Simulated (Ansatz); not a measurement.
Si$_{2}$H$_{6}$O: several calculations on one system

**1. Relaxation**

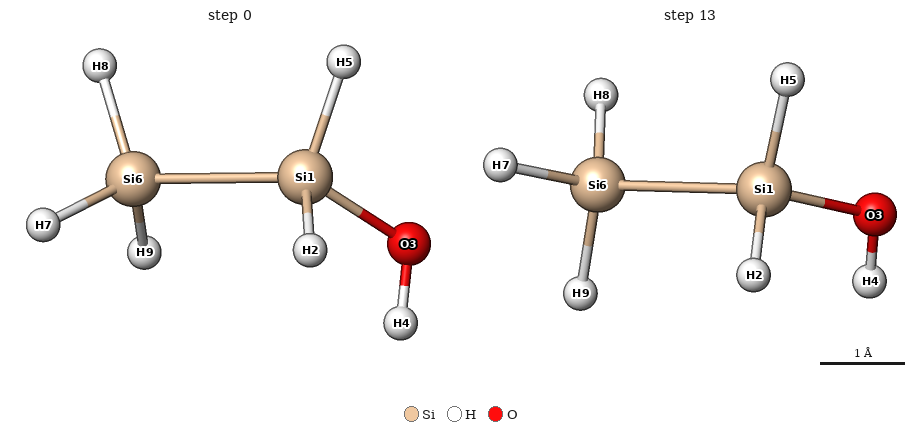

The structure of Si$_{2}$H$_{6}$O before (left) and after (right) a relaxation, at one scale.

A ball-and-stick model, seen at a tilt.

The run prepares an end point of a later path (reaction) calculation, from a guessed geometry.

The calculation used RKS r2SCANh-D4/cc-pVDZ (Ansatz). Set-up: no spin polarisation; force threshold 0.03 eV/Å; at most 50 steps.

Q: Describe what moved and what it gained.

A: Over 12 accepted moves (13 points after the start) the energy falls by 34.3 kJ/mol. Largest force component: 1.3 eV/Å at the start, 0.029 eV/Å at the end. The line search rejected the trial step at point 6 of the run. The forces were under the threshold at step 11, but the run went on from there. The largest moves after the best rigid fit, 0.82 Å, are those of H4 and H8. By element the largest moves are H 0.82 Å, O 0.37 Å, Si 0.20 Å. Among the contacts that change: Si1–H2 1.456 → 1.502 Å, Si1–O3 1.673 → 1.693 Å, Si1–Si6 2.364 → 2.352 Å. Among the angles between lasting bonds that change: H2–Si1–O3 92.5° → 111.6°, H2–Si1–Si6 114.4° → 108.9°, H2–Si1–H5 113.5° → 108.8°. Groups turn about Si1–Si6 by about 45°.

**2. Relaxation**

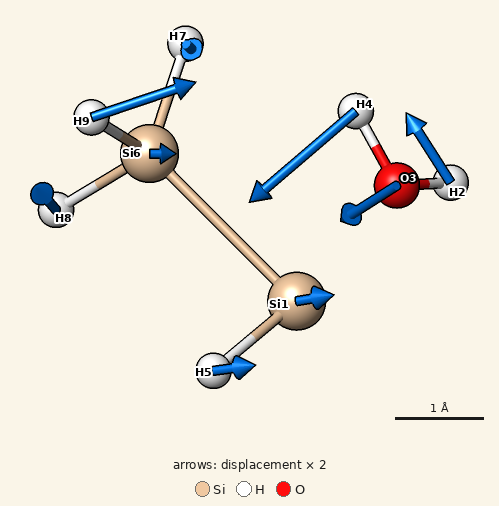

This is a relaxation of Si2H6O. The starting structure is drawn; blue arrows show the displacements, magnified 2 times. The two geometries are superimposed by the best rigid fit.

The picture is a ball-and-stick view, seen from a free direction.

The run prepares an end point of a later path (reaction) calculation, from a guessed geometry.

The calculation used Ansatz, RKS r2SCANh-D4/cc-pVDZ. Settings: no spin polarisation; force threshold 0.03 eV/Å; at most 50 steps.

### Describe the change and its energy.

H4 moves most after the best rigid fit: 0.81 Å. Largest moves by element: H 0.81 Å, O 0.60 Å, Si 0.24 Å. Some distances before and after: Si1–O3 2.855 → 2.102 Å, Si1–Si6 2.381 → 2.406 Å, Si6–H9 1.501 → 1.524 Å, H2–O3 0.985 → 0.969 Å. Bond angles that change, for instance: Si1–Si6–H8 103.1° → 116.2°, Si1–Si6–H9 117.5° → 106.8°, H7–Si6–H9 107.5° → 103.9°. After 13 accepted moves (14 points after the start) the energy has fallen by 13.1 kcal/mol. Largest force component: 1.1 eV/Å at the start, 0.022 eV/Å at the end. The line search rejected the trial step at point 6 of the run.

Limits of the set-up: the start holds two separate molecules, 2.7 Å apart at their closest, whose relative position is a soft coordinate.

**3. Path**

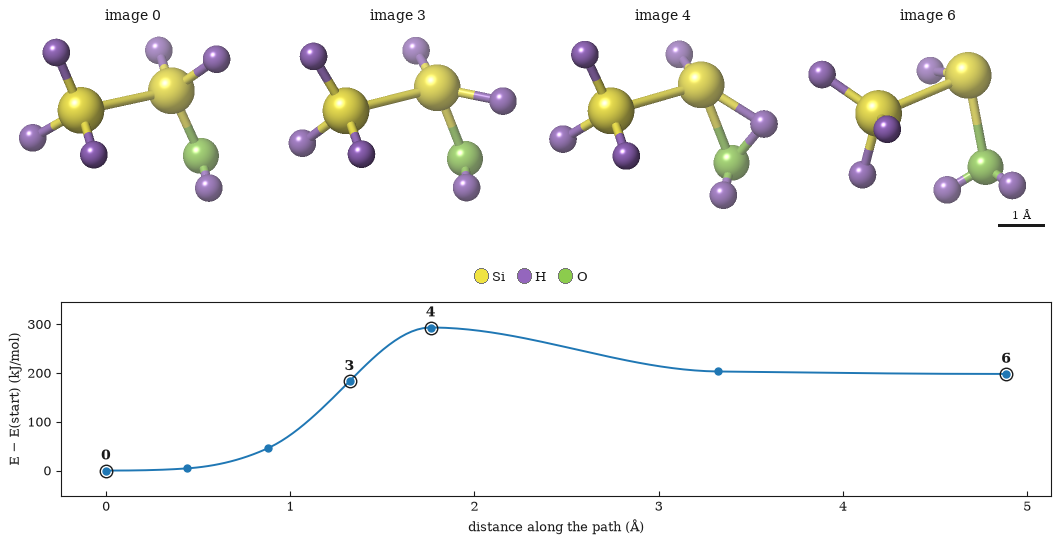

A nudged-elastic-band calculation for Si2H6O. Images are numbered from 0 (start) to 6 (end). Style: ball-and-stick. Shown at a tilt.

These are results of RKS r2SCANh-D4/cc-pVDZ in Ansatz 0.2.0, not measurements. Run with 5 movable images; climbing image; force threshold 0.05 eV/Å; iteration limit 60; starting path through a guess of the saddle point.

### What happens along the path, and what is the barrier?

A hydrogen atom shifts from one atom to another. Breaking: H–Si (1.50 → 2.59 Å). Forming: H–O (2.65 → 0.97 Å). Forward barrier 293.3 kJ/mol, backward barrier 95.1 kJ/mol, with image 4 at the top; the reaction energy is +198.1 kJ/mol. The band converged in 25 iterations. The largest component of the band force went from 6.5 to 0.033 eV/Å. The climbing image converged on the top of the path. Its vibrational analysis gives one imaginary mode (1399i cm⁻¹), as a transition state must have.

The run took 2.8 min on 2 threads of Intel(R) Xeon(R) 6975P-C (Granite Rapids), on a shared host, peak memory 0.2 GiB.
